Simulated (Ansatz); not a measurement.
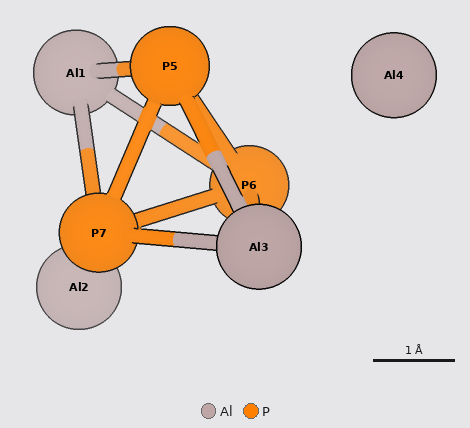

**Figure 1.** The input geometry of run A (ball-and-stick view, seen at a tilt; atoms are numbered from 1 in the order of the input). Sticks mark near contacts. Bond lengths as drawn: Al–P 2.45 to 2.75 Å and P–P 2.26 Å.

# Al4P3: one change and its effect

System: Al4P3, charge +1.
Method of run A: RKS PBE0-D4/def2-TZVP (Ansatz 0.2.0).

The geometry comes from this level: PBE-D4/def2-SVP. Text and figures count atoms from 1; the logs count them from 0 in places.

### Input, run A
```yaml
crystal:
  periodic: [false, false, false]
  atoms:
    - {symbol: Al, position_ang: [0.231058, 2.284205, 0.248991]}
    - {symbol: Al, position_ang: [2.377054, 1.380309, -1.279522]}
    - {symbol: Al, position_ang: [-0.822648, -2.060228, -0.641462]}
    - {symbol: Al, position_ang: [-1.106286, -1.861429, 2.122385]}
    - {symbol: P, position_ang: [-1.330688, 0.407862, 0.463720]}
    - {symbol: P, position_ang: [0.808753, -0.306061, 0.536185]}
    - {symbol: P, position_ang: [-0.157253, 0.155351, -1.450307]}
basis:
  gaussian: {orbitals: def2-TZVP, initial_orbitals: start.molden}
total_charge: 1
hamiltonian: {xc: pbe0, dispersion: d4}
scf: {omitted_lower_state_checks: [starts]}
output: {orbitals: {seedname: orbitals}}
```

Launched with:
```bash
ansatz run in.yaml --threads 4 --pin off --events-out ev --progress --plain --max-ram 4787MiB
```

Hardware: 4 threads of Arm Neoverse V2, 23 GiB of memory available, shared host.

### Output (run A)
```
Functional definition: PBE0
  parameter a = 0.25
  parameter kappa = 0.804
  parameter beta = 0.06672455060314922
  exchange = (1 - a)*pbe_x(kappa = kappa, mu = beta*pi^2/3) + a*exact_x
  correlation = pbe_c(beta = beta)
these checks for a lower state are left out or cut short: starts
1962 factors; their error is unknown
mean field evaluation 1: about -54194.8464 eV, gradient 1.8e2 eV
mean field evaluation 2: about -54216.1459 eV, gradient 2.5e1 eV
mean field evaluation 4: about -54228.1796 eV, gradient 1.7e0 eV
mean field evaluation 8: about -54228.3079 eV, gradient 2.9e-4 eV
mean field -54228.30790847 eV, -1992.8535583691 hartree, gradient 1.4e-5 eV, S^2 0.000000; 0 other end points of the search recorded, 0 dependent functions left out
reference -54228.30794056 eV, -1992.8535595483 hartree; 48, 48 occupied and 211, 211 virtual orbitals, 1962 factors
Total energy: -54228.80035202 eV, -1992.8716553356 hartree
Checks for a lower state left out: starts
```

For run B the input was changed thus:
```diff
-  gaussian: {orbitals: def2-TZVP, initial_orbitals: start.molden}
+  gaussian: {orbitals: def2-SVP, initial_orbitals: start.molden}
```

How does run B compare with run A?

The total energy of run B is 438.4 kcal/mol higher, which measures the change of basis and not a stability. The HOMO goes from −9.92 to −10.01 eV. The LUMO goes from −6.72 to −6.78 eV. The basis functions go from 259 to 126. On the same kind of shared host run B took about 0.26 times as long.

### Output (run B)
```
Functional definition: PBE0
  parameter a = 0.25
  parameter kappa = 0.804
  parameter beta = 0.06672455060314922
  exchange = (1 - a)*pbe_x(kappa = kappa, mu = beta*pi^2/3) + a*exact_x
  correlation = pbe_c(beta = beta)
these checks for a lower state are left out or cut short: starts
1106 factors; integrals over basis functions are off by at most 8.3e-4 eV
mean field evaluation 1: about -54209.1155 eV, gradient 5.2e0 eV
mean field evaluation 2: about -54209.2308 eV, gradient 9.1e-2 eV
mean field evaluation 4: about -54209.2974 eV, gradient 2.3e-4 eV
mean field -54209.29738773 eV, -1992.1549346175 hartree, gradient 1.6e-5 eV, S^2 0.000000; 0 other end points of the search recorded, 0 dependent functions left out
reference -54209.29742087 eV, -1992.1549358353 hartree; 48, 48 occupied and 78, 78 virtual orbitals, 1106 factors
Total energy: -54209.78983232 eV, -1992.1730316225 hartree
Checks for a lower state left out: starts
```

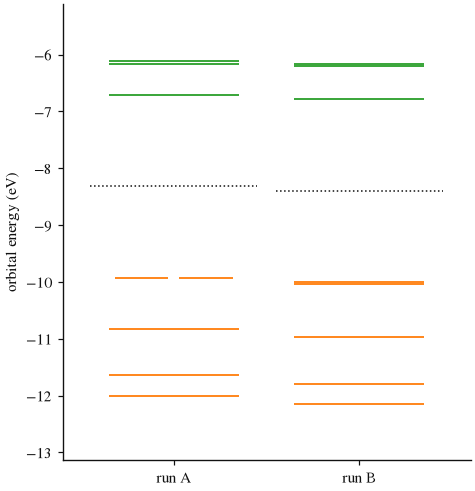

**Figure 2.** The five highest filled and three lowest empty orbital energies of the two runs; the dotted lines part filled from empty levels. The HOMO–LUMO gap is 3.21 eV in run A and 3.23 eV in run B.

### The two runs side by side

| quantity | run A | run B |
| --- | --- | --- |
| outcome | converged | converged |
| total energy (hartree) | −1992.871655 | −1992.173032 |
| HOMO (eV) | −9.92 | −10.01 |
| LUMO (eV) | −6.72 | −6.78 |
| basis functions | 259 | 126 |
| wall time (shared host) | 8.5 s | 2.2 s |
